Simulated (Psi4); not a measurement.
# CH4F2Si (SMILES C[SiH](F)F): CCSD/cc-pVDZ

Aim: the energy change on altering one bond length of CH4F2Si at CCSD/cc-pVDZ, from 2 runs. 

The calculation is run with Psi4 1.11.

5 further runs of the same task are left out: 3 that didn't finish, 2 set aside as unsound or not needed.

### 1 The structure to begin with

CH4F2Si: 8 atoms, total charge 0, spin state singlet. SMILES: `C[SiH](F)F`. Geometry: relaxed at PBE0-D4/def2-TZVP.

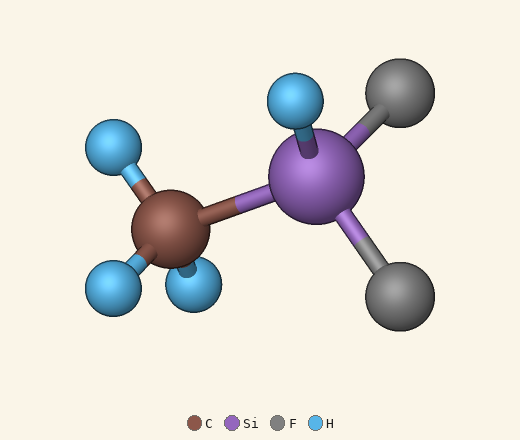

The structure, seen from a chosen angle (carbon brown, silicon purple, fluorine grey, hydrogen blue).

### 2 A single-point energy at CCSD/cc-pVDZ

ch4f2si.xyz reads:

```xyz
8
CH4F2Si
C     -0.387100     0.881700    -0.174700
Si     0.329300    -0.775200     0.180600
F      1.916300    -0.678300     0.226700
F     -0.035400    -1.783900    -0.994000
H     -0.013400     1.269000    -1.125400
H     -0.122700     1.591000     0.613300
H     -1.476800     0.824400    -0.231400
H     -0.118100    -1.385700     1.449000
```

run.py reads:

```python
import psi4

psi4.set_memory(1600000000)
psi4.set_num_threads(1)
psi4.core.set_output_file('output.dat', False)

with open('ch4f2si.xyz') as f:
    atoms = ''.join(f.readlines()[2:])
geom = psi4.geometry('0 1\n' + atoms + 'symmetry c1')

psi4.set_options({
    'basis': 'cc-pVDZ',
    'puream': True,
    'e_convergence': 1e-09,
    'd_convergence': 1e-08,
    'scf_type': 'pk',
    'num_frozen_docc': 8,
})

e_tot = psi4.energy("ccsd")
print(f'total energy {e_tot:.8f} hartree = {e_tot * 27.211386:.5f} eV')
```

Command:

```bash
$ python run.py
```

output.dat:

```text
[...]
  Running in c1 symmetry.
[...]
  Nuclear repulsion =  183.047944540804366
[...]
  Multiplicity = 1
[...]
  Nalpha       = 21
  Nbeta        = 21
[...]
    Number of basis functions: 80
[...]
   @RHF iter   1:  -528.04254559867559   -8.08987e-01   5.83489e-03 ADIIS/DIIS
[...]
   @RHF iter  10:  -528.14434878502971   -5.45697e-12   5.22621e-09 DIIS
[...]
    Orbital Energies [Eh]
    ---------------------
    Doubly Occupied:
       1A    -68.871164     2A    -26.293914     3A    -26.293908
       4A    -11.235121     5A     -6.212035     6A     -4.320571
       7A     -4.318869     8A     -4.316872     9A     -1.607457
      10A     -1.587343    11A     -0.976153    12A     -0.786206
      13A     -0.708354    14A     -0.693123    15A     -0.683857
      16A     -0.655026    17A     -0.635832    18A     -0.586613
      19A     -0.573424    20A     -0.557073    21A     -0.474394
[...]
  @RHF Final Energy:  -528.14434878502971
   => Energetics <=
    Nuclear Repulsion Energy =            183.0479445408043659
    One-Electron Energy =               -1097.6099692335681084
    Two-Electron Energy =                 386.4176759077341217
    Total Energy =                       -528.1443487850297061
[...]
 Multipole Moments:
 ------------------------------------------------------------------------------------
     Multipole            Electronic (a.u.)      Nuclear  (a.u.)        Total (a.u.)
 ------------------------------------------------------------------------------------
 L = 1.  Multiply by 2.5417464519 to convert [e a0] to [Debye]
 Dipole X            :          3.6759360           -4.2762117           -0.6002757
 Dipole Y            :         -5.0669692            5.7380870            0.6711178
 Dipole Z            :         -1.2880383            1.6399405            0.3519022
 Magnitude           :                                                    0.9667291
[...]
      * MP2 total energy                      = -528.758898672108671
[...]
      * CCSD total energy                     = -528.789361074234080
```

Standard output:

```text
total energy -528.78936107 hartree = -14389.09142 eV
```

Wall time 13 s (1 thread of AMD EPYC 9R45 (Zen 5), shared host); peak memory 0.48 GiB.

### 3 The distorted shape at the same level

ch4f2si.in reads:

```
memory 1600 mb

molecule {
  0 1
  C     -0.602015     1.378759    -0.281288
  Si     0.329300    -0.775200     0.180600
  F      1.916300    -0.678300     0.226700
  F     -0.035400    -1.783900    -0.994000
  H     -0.228315     1.766059    -1.231988
  H     -0.337615     2.088059     0.506712
  H     -1.691715     1.321459    -0.337988
  H     -0.118100    -1.385700     1.449000
  symmetry c1
  no_reorient
  no_com
}

set puream true
set e_convergence 1e-09
set d_convergence 1e-08
set scf_type pk
set num_frozen_docc 8

e, wfn = energy("ccsd/cc-pVDZ", return_wfn=True)
print_variables()
```

Command:

```bash
$ psi4 -i ch4f2si.in -o ch4f2si.out -n 1
```

ch4f2si.out:

```text
[...]
  Running in c1 symmetry.
[...]
  Nuclear repulsion =  171.564865258876523
[...]
  Multiplicity = 1
[...]
  Nalpha       = 21
  Nbeta        = 21
[...]
    Number of basis functions: 80
[...]
   @RHF iter   1:  -527.97285813824192   -1.18215e+00   5.93643e-03 ADIIS/DIIS
[...]
   @RHF iter  11:  -528.08726928724843   -1.59162e-12   2.76720e-09 DIIS
[...]
    Orbital Energies [Eh]
    ---------------------
    Doubly Occupied:
       1A    -68.906609     2A    -26.305876     3A    -26.305870
       4A    -11.261957     5A     -6.240211     6A     -4.349209
       7A     -4.347272     8A     -4.344897     9A     -1.617778
      10A     -1.597704    11A     -0.930572    12A     -0.797829
      13A     -0.715761    14A     -0.701571    15A     -0.691023
      16A     -0.662723    17A     -0.644852    18A     -0.568984
      19A     -0.559755    20A     -0.556409    21A     -0.406181
[...]
  @RHF Final Energy:  -528.08726928724843
   => Energetics <=
    Nuclear Repulsion Energy =            171.5648652588765231
    One-Electron Energy =               -1074.2781844864935010
    Two-Electron Energy =                 374.6260499403684889
    Total Energy =                       -528.0872692872484322
[...]
 Multipole Moments:
 ------------------------------------------------------------------------------------
     Multipole            Electronic (a.u.)      Nuclear  (a.u.)        Total (a.u.)
 ------------------------------------------------------------------------------------
 L = 1.  Multiply by 2.5417464519 to convert [e a0] to [Debye]
 Dipole X            :        -29.9014333           29.3861200           -0.5153134
 Dipole Y            :         40.0392339          -39.5900817            0.4491522
 Dipole Z            :         11.1494281          -10.7323065            0.4171216
 Magnitude           :                                                    0.8007971
[...]
      * MP2 total energy                      = -528.705299522400310
[...]
      * CCSD total energy                     = -528.737833204613025
[...]
```

Run time: 13 s. Hardware: 1 thread of AMD EPYC 9R45 (Zen 5), shared host; peak memory 0.5 GiB.

### 4 Results

At CCSD/cc-pVDZ, 8 core orbitals frozen:

```
                                                          quantity          value
                                         first shape: total energy  -528.78936 Eh
                  first shape: HOMO energy (Hartree–Fock orbitals)      -12.91 eV
                  first shape: LUMO energy (Hartree–Fock orbitals)        4.83 eV
                first shape: HOMO–LUMO gap (Hartree–Fock orbitals)       17.74 eV
          first shape: correlation energy (8 core orbitals frozen)     -645.0 mEh
                                        first shape: T1 diagnostic          0.011
                                     distorted shape: total energy  -528.73783 Eh
              distorted shape: HOMO energy (Hartree–Fock orbitals)      -11.05 eV
              distorted shape: LUMO energy (Hartree–Fock orbitals)        3.75 eV
            distorted shape: HOMO–LUMO gap (Hartree–Fock orbitals)       14.81 eV
      distorted shape: correlation energy (8 core orbitals frozen)     -650.6 mEh
                                    distorted shape: T1 diagnostic          0.012
energy change with the C1–Si2 bond stretched from 1.840 to 2.392 Å       1.402 eV
```

What this shows: With the C1–Si2 bond stretched from 1.840 to 2.392 Å the energy rises by 1.40 eV (135 kJ/mol). The first shape isn't relaxed at this level, so the change isn't measured from a minimum.
